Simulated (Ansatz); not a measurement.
**BH3NO2 with multiplicity 2: molecular dynamics**

Aim: follow the molecule's vibrations and see whether its bonds hold. The start is relaxed first. Runs: 40 steps of 3 fs under a Langevin thermostat at 1500 K; 187 steps of 0.5 fs under a Langevin thermostat at 300 K. SMILES of the start: [NH]B(O)O.

All numbers below are computed with Ansatz 0.2.0 (UKS CAM-B3LYP/STO-3G).

## (1) Starting point

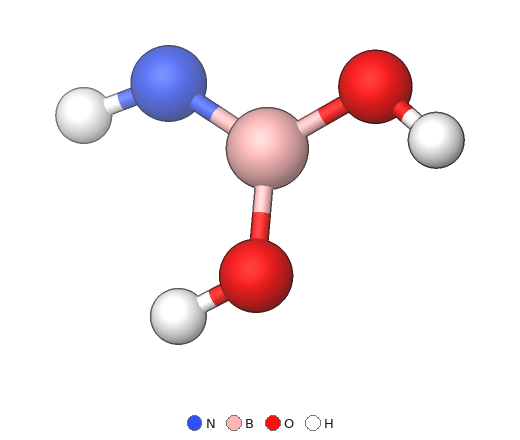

The starting structure, seen from a chosen angle (nitrogen blue, boron pink, oxygen red, hydrogen white).

Structure file:

```xyz
7

N    -1.1163    0.8043    0.1960
B     0.0156   -0.0179    0.2480
O     0.5125   -0.4099    1.4403
O     0.6402   -0.4404   -0.9085
H    -1.5993    1.1759   -0.6003
H     1.2854   -0.9684    1.3586
H     0.2619   -0.1436   -1.7341
```

## (2) Relaxing the start

File input.yaml:

```yaml
crystal:
  periodic: [false, false, false]
  atoms:
    - { symbol: "N", position_ang: [-1.11628, 0.80432, 0.19598] }
    - { symbol: B, position_ang: [0.01557, -0.01788, 0.24801] }
    - { symbol: O, position_ang: [0.51254, -0.40993, 1.44031] }
    - { symbol: O, position_ang: [0.64019, -0.4404, -0.90846] }
    - { symbol: H, position_ang: [-1.59933, 1.17588, -0.6003] }
    - { symbol: H, position_ang: [1.28542, -0.9684, 1.35858] }
    - { symbol: H, position_ang: [0.26189, -0.14359, -1.73411] }
magnetization:
  spin_polarized: true
  initial_magnetization: 1
basis:
  gaussian: { orbitals: STO-3G }
hamiltonian:
  xc: cam_b3lyp
relax:
  f_tol: 0.02
  max_steps: 40
```

Started as:

```bash
$ ansatz run input.yaml --threads 1 --pin off --max-ram 2048MiB --backend cpu --events-out ev --progress --plain --runs-dir out
```

The log of the run, shortened:

```text
Warning: RAYON_NUM_THREADS=1 ignored (pool sized by the plan → 1); use --threads N
[...]
Functional definition: CAM-B3LYP
[...]
346 factors; integrals over basis functions are off by at most 2.5e-5 eV
124 factors; integrals over basis functions are off by at most 6.5e-7 eV
[...]
mean field -6220.85854103 eV, -228.6123347334 hartree, gradient 5.7e-8 eV, S^2 0.754013; 2 other end points of the search recorded, 0 dependent functions left out
[...]
reference -6220.85861726 eV, -228.6123375348 hartree; 16, 15 occupied and 7, 8 virtual orbitals, 346 factors
relax step   1: F+E_penalty+E_count = -6220.85854103 eV  Δ(F+E_penalty+E_count) = +0.000e0 eV  max|allowed force component| = 3.842e0 eV/Å  Δτ_max = 0.0000 Å  (233 SCF iters, accepted)
[...]
relax step   5: F+E_penalty+E_count = -6221.75448419 eV  Δ(F+E_penalty+E_count) = -1.363e-1 eV  max|allowed force component| = 2.661e-1 eV/Å  Δτ_max = 0.2000 Å  (35 SCF iters, accepted)
[...]
relax step   9: F+E_penalty+E_count = -6221.78082936 eV  Δ(F+E_penalty+E_count) = -3.900e-4 eV  max|allowed force component| = 8.471e-1 eV/Å  Δτ_max = 0.0150 Å  (32 SCF iters, accepted)
[...]
relax step  13: F+E_penalty+E_count = -6221.78238133 eV  Δ(F+E_penalty+E_count) = -2.804e-4 eV  max|allowed force component| = 1.084e0 eV/Å  Δτ_max = 0.0113 Å  (28 SCF iters, accepted)
[...]
relax step  17: F+E_penalty+E_count = -6221.78320827 eV  Δ(F+E_penalty+E_count) = -3.207e-4 eV  max|allowed force component| = 1.222e0 eV/Å  Δτ_max = 0.0117 Å  (28 SCF iters, accepted)
relax step  18: F+E_penalty+E_count = -6221.78425941 eV  Δ(F+E_penalty+E_count) = -1.051e-3 eV  max|allowed force component| = 1.271e0 eV/Å  Δτ_max = 0.0213 Å  (32 SCF iters, accepted)
relax step  19: F+E_penalty+E_count = -6221.79649422 eV  Δ(F+E_penalty+E_count) = -1.223e-2 eV  max|allowed force component| = 9.698e-1 eV/Å  Δτ_max = 0.0680 Å  (33 SCF iters, accepted)
```

## (3) The output, continued: start relaxed

Output, continued, shortened:

```text
relax step  20: F+E_penalty+E_count = -6221.81105097 eV  Δ(F+E_penalty+E_count) = -1.456e-2 eV  max|allowed force component| = 7.291e-1 eV/Å  Δτ_max = 0.0960 Å  (32 SCF iters, accepted)
[...]
relax step  22: F+E_penalty+E_count = -6221.83492532 eV  Δ(F+E_penalty+E_count) = -1.865e-2 eV  max|allowed force component| = 2.628e-1 eV/Å  Δτ_max = 0.1999 Å  (37 SCF iters, accepted)
[...]
relax step  24: F+E_penalty+E_count = -6221.84416866 eV  Δ(F+E_penalty+E_count) = -6.422e-3 eV  max|allowed force component| = 1.691e-1 eV/Å  Δτ_max = 0.0628 Å  (33 SCF iters, accepted)
[...]
relax step  26: F+E_penalty+E_count = -6221.84568056 eV  Δ(F+E_penalty+E_count) = -1.036e-4 eV  max|allowed force component| = 1.178e-1 eV/Å  Δτ_max = 0.0167 Å  (34 SCF iters, accepted)
[...]
reference -6221.84666590 eV, -228.6486476528 hartree; 16, 15 occupied and 7, 8 virtual orbitals, 348 factors
Total energy: -6221.84666590 eV, -228.6486476528 hartree
Atom 0 at    -1.176712     0.794451    -0.412629 Å, force    -0.004764     0.007640     0.003708 eV/Å
Atom 1 at     0.021460    -0.021369     0.004382 Å, force     0.013364    -0.011958     0.001884 eV/Å
Atom 2 at     0.409785    -0.090391     1.318908 Å, force    -0.006771     0.005719    -0.006703 eV/Å
Atom 3 at     0.732548    -0.719362    -0.941785 Å, force    -0.002183     0.000605     0.000600 eV/Å
Atom 4 at    -1.499340     1.286933     0.487690 Å, force    -0.006016     0.002003    -0.000966 eV/Å
Atom 5 at     1.216765    -0.700040     1.380586 Å, force     0.004892    -0.003491     0.001112 eV/Å
Atom 6 at     0.295493    -0.550222    -1.837142 Å, force     0.001479    -0.000519     0.000365 eV/Å
Dipole moment:     0.211741    -0.129785     0.037244 e Å
```

Run time: 96 s. Hardware: 1 thread of Arm Neoverse N1, shared host; peak memory 0.13 GiB.

Relaxation path:

| step | energy from step 1 (eV) | largest force component (eV/Å) |
| --- | --- | --- |
| 1 | 0.0000 | 3.8424 |
| 2 | -0.5991 | 1.8390 |
| 3 | -0.6841 | 2.2496 |
| 4 | -0.7596 | 1.6252 |
| 5 | -0.8959 | 0.2661 |
| 6 | -0.9103 | 0.2323 |
| 7 | -0.9157 | 0.5998 |
| 8 | -0.9219 | 0.7587 |
| 9 | -0.9223 | 0.8471 |
| 10 | -0.9228 | 0.9237 |
| 11 | -0.9234 | 0.9943 |
| 12 | -0.9236 | 1.0386 |
| 13 | -0.9238 | 1.0841 |
| 14 | -0.9240 | 1.1164 |
| 15 | -0.9242 | 1.1511 |
| 16 | -0.9243 | 1.1837 |
| 17 | -0.9247 | 1.2223 |
| 18 | -0.9257 | 1.2712 |
| 19 | -0.9380 | 0.9698 |
| 20 | -0.9525 | 0.7291 |
| 21 | -0.9577 | 0.8776 |
| 22 | -0.9764 | 0.2628 |
| 23 | -0.9792 | 0.3631 |
| 24 | -0.9856 | 0.1691 |
| 25 | -0.9870 | 0.0640 |
| 26 | -0.9871 | 0.1178 |
| 27 | -0.9879 | 0.0415 |
| 28 | -0.9881 | 0.0134 |

Step 1 is the start.

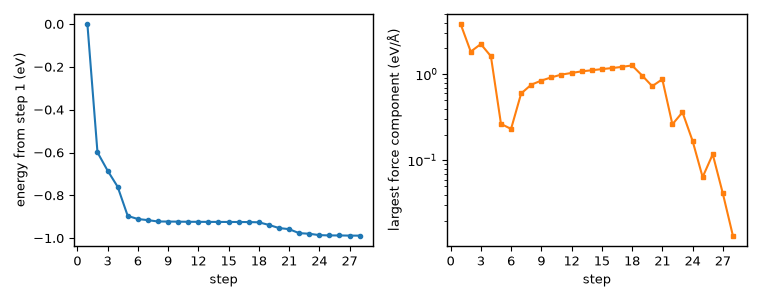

How energy and force went from step to step.

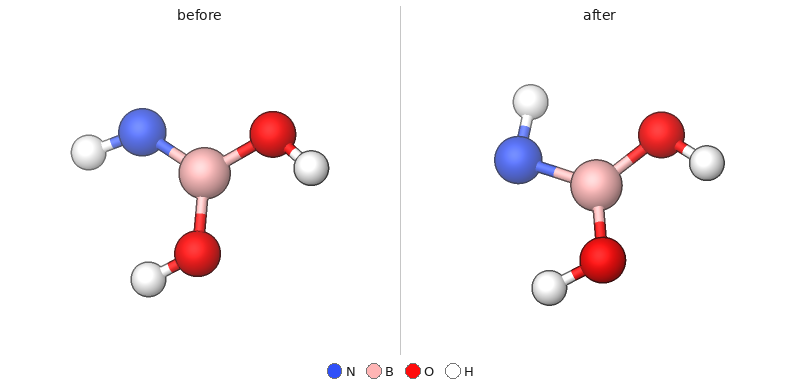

The structure before (left) and after (right), drawn at the same scale.

After: Bond lengths: N1–B2 1.508 Å, B2–O3 1.372 Å, B2–O4 1.374 Å, N1–H5 1.076 Å, O3–H6 1.013 Å, O4–H7 1.011 Å. Angles: N1–B2–O3 121.1°, N1–B2–O4 119.7°, O3–B2–O4 119.2°, B2–N1–H5 104.7°, B2–O3–H6 108.3°, B2–O4–H7 107.5°.

## (4) Run 1

40 steps of 3 fs under a Langevin thermostat at 1500 K, from the relaxed start.

File input.yaml:

```yaml
crystal:
  periodic: [false, false, false]
  atoms:
    - { symbol: "N", position_ang: [-1.176712, 0.794451, -0.412629] }
    - { symbol: B, position_ang: [0.02146, -0.021369, 0.004382] }
    - { symbol: O, position_ang: [0.409785, -0.090391, 1.318908] }
    - { symbol: O, position_ang: [0.732548, -0.719362, -0.941785] }
    - { symbol: H, position_ang: [-1.49934, 1.286933, 0.48769] }
    - { symbol: H, position_ang: [1.216765, -0.70004, 1.380586] }
    - { symbol: H, position_ang: [0.295493, -0.550222, -1.837142] }
magnetization:
  spin_polarized: true
  initial_magnetization: 1
basis:
  gaussian: { orbitals: STO-3G }
hamiltonian:
  xc: cam_b3lyp
md:
  timestep: 3.0
  n_steps: 40
  ensemble: nvt_langevin
  temperature: 1500.0
  initial_velocities: maxwell_boltzmann
  seed: 37348
  friction: 0.01
```

Started as:

```bash
$ ansatz run input.yaml --threads 1 --pin off --max-ram 2048MiB --backend cpu --events-out ev --progress --plain --runs-dir out
```

The log of the run, shortened:

```text
Warning: RAYON_NUM_THREADS=1 ignored (pool sized by the plan → 1); use --threads N
[...]
[... 1 set-up line as earlier in the session ...]
[...]
348 factors; integrals over basis functions are off by at most 2.3e-5 eV
124 factors; integrals over basis functions are off by at most 7.8e-7 eV
[...]
mean field -6221.84657828 eV, -228.6486444328 hartree, gradient 3.5e-5 eV, S^2 0.753447; 0 other end points of the search recorded, 0 dependent functions left out
[...]
reference -6221.84665344 eV, -228.6486471949 hartree; 16, 15 occupied and 7, 8 virtual orbitals, 348 factors
md step     0: t =     0.00 fs  T =  1285.7 K  F+E_penalty+E_count = -6221.84657828 eV  E_kin = 1.163340 eV  (28 SCF iters)
[...]
md step    10: t =    30.00 fs  T = 13537.1 K  F+E_penalty+E_count = -6215.65720694 eV  E_kin = 12.248627 eV  (44 SCF iters)
[...]
md step    39: t =   117.00 fs  T = 2380939.2 K  F+E_penalty+E_count = -6204.09217260 eV  E_kin = 2154.321430 eV  (258 SCF iters)
[...]
md step    40: t =   120.00 fs  T = 2236988.3 K  F+E_penalty+E_count = -6203.70914125 eV  E_kin = 2024.071779 eV  (492 SCF iters)
Total energy: -6203.70929883 eV, -227.9821117069 hartree
Atom 0 at     0.697039     0.225593    -1.346713 Å, force     1.357357    -1.613953     3.496726 eV/Å
Atom 1 at     1.238982    -0.539057     0.135752 Å, force    -3.398763     6.604877   -10.596623 eV/Å
Atom 2 at   -30.393692    32.651710    -3.651335 Å, force    -0.000004    -0.000004     0.000004 eV/Å
Atom 3 at     1.479574    -1.207239     1.029947 Å, force     2.041410    -4.990920     7.099894 eV/Å
Atom 4 at   -10.874053    -9.097268    10.799138 Å, force    -0.000001    -0.000001     0.000001 eV/Å
Atom 5 at   513.560692  -491.221337    71.921922 Å, force    -0.000000    -0.000000     0.000000 eV/Å
Atom 6 at   -26.912148     6.292889   -14.978541 Å, force     0.000001     0.000001    -0.000001 eV/Å
Dipole moment:     0.000454     0.092773    -0.065842 e Å
```

It took 7.7 min on 1 thread of Arm Neoverse N1, shared host; peak memory 0.11 GiB.

## (5) Frames and traces

The trajectory, every 2 steps (energies from step 0):

| time (fs) | T (K) | potential energy change (meV/atom) |
| --- | --- | --- |
| 0.0 | 1286 | 0.0 |
| 6.0 | 1924 | 576.6 |
| 12.0 | 2777 | 886.2 |
| 18.0 | 4700 | 849.8 |
| 24.0 | 15703 | 1306.0 |
| 30.0 | 13537 | 884.2 |
| 36.0 | 12153 | 1293.4 |
| 42.0 | 2579171 | 9959.3 |
| 48.0 | 9471212 | 2663.2 |
| 54.0 | 8394874 | 2715.9 |
| 60.0 | 7445554 | 2691.1 |
| 66.0 | 6619051 | 2589.6 |
| 72.0 | 5860095 | 2637.2 |
| 78.0 | 5191853 | 2728.5 |
| 84.0 | 4596903 | 2649.3 |
| 90.0 | 4077673 | 2591.8 |
| 96.0 | 3632297 | 2694.8 |
| 102.0 | 3212791 | 2669.5 |
| 108.0 | 2861032 | 2672.3 |
| 114.0 | 2521699 | 2571.8 |
| 120.0 | 2236988 | 2591.1 |

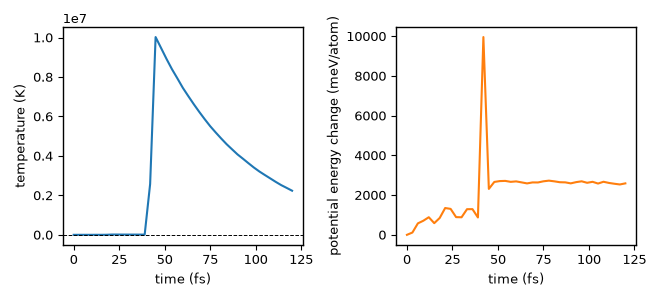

Time series of the run, each on its own scale. The dashed line is the set temperature.

Bonds that form or break, judged by distance (formed within 1.15 times the sum of covalent radii and held on average over 12 fs, broken when stretched by half; pairs already stretched at the start don't count as bonds):

| time (fs) | bond | event |
| --- | --- | --- |
| 21.0 | O4–H7 | breaks |
| 36.0 | O3–H6 | breaks |
| 45.0 | B2–O3 | breaks |
| 48.0 | N1–H5 | breaks |

On run 1: The temperature runs away to 10024856 K: the integration has become unstable, and nothing after that is physical.

## (6) Run 2

187 steps of 0.5 fs under a Langevin thermostat at 300 K, from the relaxed start.

Changes to input.yaml since step 4:

```diff
@@ -18,8 +18,8 @@
 md:
-  timestep: 3.0
-  n_steps: 40
+  timestep: 0.5
+  n_steps: 187
   ensemble: nvt_langevin
-  temperature: 1500.0
+  temperature: 300.0
   initial_velocities: maxwell_boltzmann
-  seed: 37348
-  friction: 0.01
+  seed: 101546
+  friction: 0.001
```

Started as:

```bash
$ ansatz run input.yaml --threads 1 --pin off --max-ram 2048MiB --backend cpu --events-out ev --progress --plain --runs-dir out
```

The log of the run, shortened:

```text
Warning: RAYON_NUM_THREADS=1 ignored (pool sized by the plan → 1); use --threads N
[...]
[... 1 set-up line as earlier in the session ...]
[...]
348 factors; integrals over basis functions are off by at most 2.3e-5 eV
124 factors; integrals over basis functions are off by at most 7.8e-7 eV
[...]
mean field -6221.84657828 eV, -228.6486444328 hartree, gradient 3.5e-5 eV, S^2 0.753447; 0 other end points of the search recorded, 0 dependent functions left out
[...]
reference -6221.84665344 eV, -228.6486471949 hartree; 16, 15 occupied and 7, 8 virtual orbitals, 348 factors
md step     0: t =     0.00 fs  T =   257.1 K  F+E_penalty+E_count = -6221.84657828 eV  E_kin = 0.232668 eV  (28 SCF iters)
[...]
md step    23: t =    11.50 fs  T =   122.3 K  F+E_penalty+E_count = -6221.74198857 eV  E_kin = 0.110620 eV  (27 SCF iters)
[...]
md step    46: t =    23.00 fs  T =   128.0 K  F+E_penalty+E_count = -6221.74836617 eV  E_kin = 0.115808 eV  (29 SCF iters)
[...]
md step    69: t =    34.50 fs  T =   143.5 K  F+E_penalty+E_count = -6221.77325147 eV  E_kin = 0.129872 eV  (36 SCF iters)
[...]
md step    92: t =    46.00 fs  T =   136.3 K  F+E_penalty+E_count = -6221.75471017 eV  E_kin = 0.123371 eV  (32 SCF iters)
md step    93: t =    46.50 fs  T =   151.5 K  F+E_penalty+E_count = -6221.76975659 eV  E_kin = 0.137075 eV  (32 SCF iters)
```

## (7) The log goes on: dynamics from the start

The log, continued, shortened:

```text
md step    94: t =    47.00 fs  T =   159.1 K  F+E_penalty+E_count = -6221.77389539 eV  E_kin = 0.143954 eV  (33 SCF iters)
[...]
md step   117: t =    58.50 fs  T =   133.6 K  F+E_penalty+E_count = -6221.76498601 eV  E_kin = 0.120889 eV  (29 SCF iters)
[...]
md step   140: t =    70.00 fs  T =    87.9 K  F+E_penalty+E_count = -6221.73470448 eV  E_kin = 0.079559 eV  (35 SCF iters)
[...]
md step   163: t =    81.50 fs  T =   147.3 K  F+E_penalty+E_count = -6221.79334755 eV  E_kin = 0.133318 eV  (36 SCF iters)
[...]
md step   186: t =    93.00 fs  T =    88.2 K  F+E_penalty+E_count = -6221.72675756 eV  E_kin = 0.079830 eV  (29 SCF iters)
[...]
md step   187: t =    93.50 fs  T =   117.8 K  F+E_penalty+E_count = -6221.75271808 eV  E_kin = 0.106608 eV  (30 SCF iters)
Total energy: -6221.75279168 eV, -228.6451978388 hartree
Atom 0 at    -1.089124     0.913225    -0.208806 Å, force     0.821560    -1.119864    -0.763398 eV/Å
Atom 1 at     0.062989    -0.082209     0.012560 Å, force    -0.507587     0.624024    -0.801701 eV/Å
Atom 2 at     0.743760    -0.167075     1.203197 Å, force     0.603812    -0.946232    -0.539142 eV/Å
Atom 3 at     0.489271    -0.851425    -1.061781 Å, force    -0.824970     0.703092    -0.347874 eV/Å
Atom 4 at    -1.196586     1.362023     0.734869 Å, force    -0.255409     0.610483     1.082970 eV/Å
Atom 5 at     1.468734    -0.873950     0.994337 Å, force    -0.415505     0.601846     0.614831 eV/Å
Atom 6 at    -0.090271    -0.542094    -1.859331 Å, force     0.578099    -0.473350     0.754315 eV/Å
Dipole moment:     0.177456    -0.157512     0.003996 e Å
```

It took 8.2 min on 1 thread of Arm Neoverse N1, shared host; peak memory 0.098 GiB.

## (8) What the atoms did

One step in 14; energies are changes from step 0:

| time (fs) | T (K) | potential energy change (meV/atom) |
| --- | --- | --- |
| 0.0 | 257 | 0.0 |
| 7.0 | 82 | 20.8 |
| 14.0 | 145 | 12.0 |
| 21.0 | 180 | 9.2 |
| 28.0 | 121 | 14.6 |
| 35.0 | 119 | 13.8 |
| 42.0 | 175 | 6.7 |
| 49.0 | 72 | 20.2 |
| 56.0 | 188 | 6.3 |
| 63.0 | 126 | 12.8 |
| 70.0 | 88 | 16.0 |
| 77.0 | 135 | 8.7 |
| 84.0 | 110 | 13.3 |
| 91.0 | 104 | 14.4 |
| 93.5 | 118 | 13.4 |

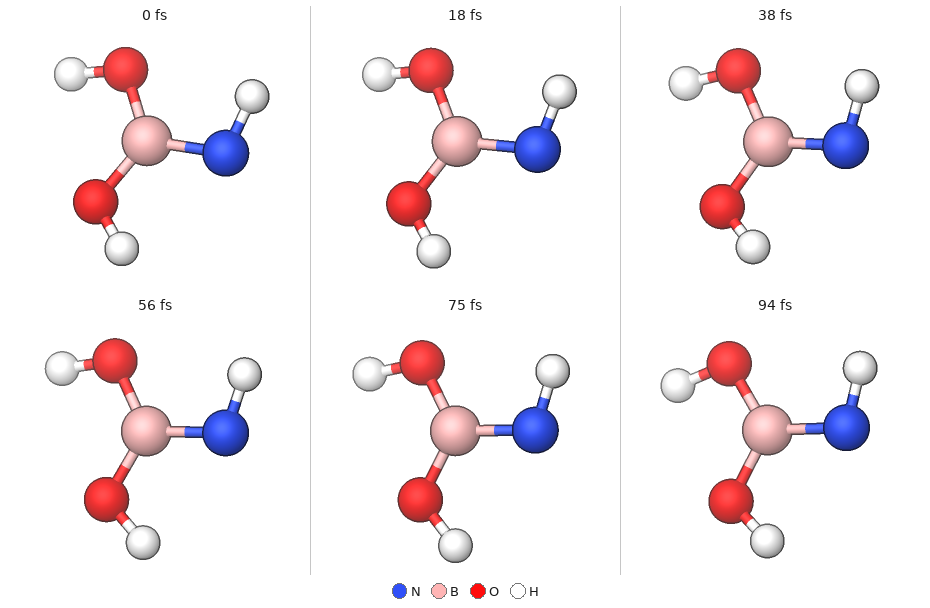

Six frames of the run, seen from a chosen angle. Sticks join atoms within a bonding distance in each frame.

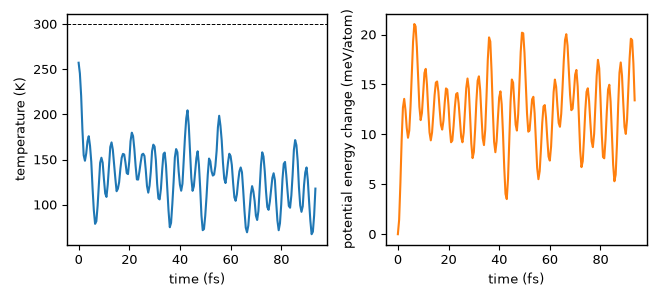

Traces against time; each panel has its own scale. The dashed line is the set temperature.

## (9) Positions and forces

Extended XYZ, with forces in eV/Å:

```xyz
7
time_fs=11.5 T=122 dE=0.1046
N    -1.208    0.826   -0.391    0.581    0.134    1.222
B     0.041    0.006   -0.012   -0.042   -0.440    0.413
O     0.463   -0.091    1.315   -0.993    0.731   -1.177
O     0.707   -0.763   -0.963    0.121    0.504    1.922
H    -1.438    1.350    0.558    0.194   -0.497   -1.026
H     1.211   -0.751    1.309    0.790   -0.598    0.157
H     0.231   -0.610   -1.810   -0.650    0.164   -1.511
7
time_fs=23.5 T=128 dE=0.0990
N    -1.170    0.837   -0.348   -0.245    0.331    0.161
B     0.033   -0.004   -0.013   -0.485    0.104   -0.541
O     0.502   -0.089    1.255    1.048   -0.574    1.248
O     0.647   -0.759   -0.963   -0.012   -0.429   -2.032
H    -1.402    1.419    0.539    0.232   -0.305   -0.296
H     1.290   -0.759    1.321   -0.944    0.767   -0.321
H     0.230   -0.657   -1.915    0.406    0.106    1.781
7
time_fs=35.0 T=119 dE=0.0965
N    -1.140    0.855   -0.324   -0.415   -0.195   -1.183
B     0.008   -0.026   -0.024    1.026   -0.282    0.920
O     0.544   -0.081    1.249   -0.585    0.195   -0.354
O     0.621   -0.782   -0.998   -0.016    0.183    0.653
H    -1.286    1.403    0.559   -0.270    0.649    0.931
H     1.300   -0.734    1.171    0.598   -0.431    0.284
H     0.143   -0.497   -1.820   -0.339   -0.118   -1.252
7
time_fs=47.0 T=159 dE=0.0727
N    -1.142    0.878   -0.315    0.809   -0.866   -0.056
B     0.051   -0.063   -0.004   -0.775    0.741   -1.142
O     0.596   -0.092    1.250   -0.157    0.038    0.072
O     0.575   -0.797   -1.044    0.397   -0.275    0.394
H    -1.280    1.415    0.596   -0.105    0.252    0.423
H     1.385   -0.720    1.298    0.037   -0.131   -0.192
H     0.103   -0.631   -1.924   -0.206    0.240    0.501
7
time_fs=58.5 T=134 dE=0.0816
N    -1.108    0.858   -0.280   -0.421    0.493    0.284
B     0.064   -0.036   -0.028    0.641   -0.284    1.158
O     0.634   -0.105    1.238    0.572   -0.673   -0.556
O     0.542   -0.824   -1.052   -1.329    0.485   -1.182
H    -1.284    1.411    0.641    0.204   -0.361   -0.471
H     1.395   -0.811    1.238   -0.883    0.799   -0.170
H    -0.125   -0.616   -1.832    1.215   -0.461    0.938
7
time_fs=70.0 T=88 dE=0.1119
N    -1.092    0.843   -0.252   -0.547    0.915    0.754
B     0.097   -0.025   -0.013   -0.882   -0.260   -1.206
O     0.661   -0.124    1.208    0.210    0.270    0.640
O     0.500   -0.825   -1.055    1.640   -0.480    1.795
H    -1.235    1.369    0.699    0.034   -0.293   -0.730
H     1.355   -0.835    1.120    0.799   -0.601    0.308
H    -0.102   -0.682   -1.807   -1.253    0.450   -1.562
7
time_fs=82.0 T=132 dE=0.0665
N    -1.108    0.882   -0.225    0.461   -0.599   -0.766
B     0.083   -0.040   -0.024    0.295   -0.371    0.758
O     0.715   -0.150    1.209   -0.407    0.292   -0.356
O     0.494   -0.844   -1.063   -0.593    0.446   -0.846
H    -1.258    1.392    0.688    0.004    0.345    0.778
H     1.467   -0.838    1.221   -0.357    0.169   -0.480
H    -0.089   -0.604   -1.883    0.596   -0.282    0.911
7
time_fs=93.5 T=118 dE=0.0939
N    -1.089    0.913   -0.209    0.822   -1.120   -0.763
B     0.063   -0.082    0.013   -0.508    0.624   -0.802
O     0.744   -0.167    1.203    0.604   -0.946   -0.539
O     0.489   -0.851   -1.062   -0.825    0.703   -0.348
H    -1.197    1.362    0.735   -0.255    0.611    1.083
H     1.469   -0.874    0.994   -0.415    0.602    0.615
H    -0.090   -0.542   -1.859    0.578   -0.473    0.754
```

On run 2: Against a set 300 K the second half averages 121 K with a spread of 29 K; 13 meV/atom has gone into potential energy, and a thermostat that acts over some 1000 fs has not made it up in 94 fs. The bonds all hold.

## (10) What came out

| quantity | value |
| --- | --- |
| relaxation of the start | 27 moves, 0.988 eV lower |
| run 1: length | 40 steps of 3 fs |
| run 1: temperature, first and last step | 1286 and 2236988 K |
| run 1: temperature, second half | mean 4362708 K, from 2236988 to 7445554 K |
| run 1: potential energy, second half | +2638 meV/atom from this run's first step |
| run 1: bonds formed or broken | 4 |
| run 2: length | 187 steps of 0.5 fs |
| run 2: temperature, first and last step | 257 and 118 K |
| run 2: temperature, second half | mean 121 K, from 67 to 198 K |
| run 2: potential energy, second half | +13 meV/atom from this run's first step |
| run 2: bonds formed or broken | 0 |

**Reading.** Mean temperatures of the second halves: none that means anything (unstable run), 121 K. Bonds changed in run 1 (an artefact of the unstable or too long step). 94 fs on 7 atoms is far too short and small for converged averages. The nuclei move classically, without zero-point motion, which matters most for hydrogen. The basis is very small, so the numbers are rough.
